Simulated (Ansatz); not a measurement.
Base system: SnS in the GeS type structure (space group Pnma, No. 62; a = 11.1550 Å, b = 3.9998 Å, c = 4.2614 Å).

Now apply this change: a hydrostatic pressure of 4.5 GPa.

Level of theory: DFT with PBE-D3(BJ), PAW potentials and a 420 eV plane-wave cutoff in Ansatz (a program for electronic structure), spin-orbit coupling left out.

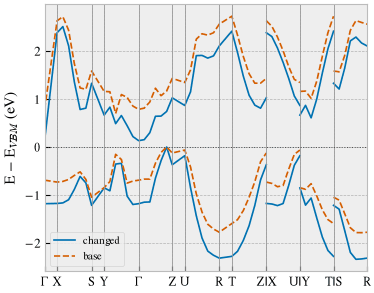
Figure. Highest valence and lowest conduction band along the path, each from its own valence-band maximum

Read the changed gap and its character from the plot.

About 0.1 eV, indirect, Γ–Z (83 % along) → Γ.

Load acts through the strain it causes; cell and atoms are relaxed under it. Whether these cells are dynamically stable was not tested.
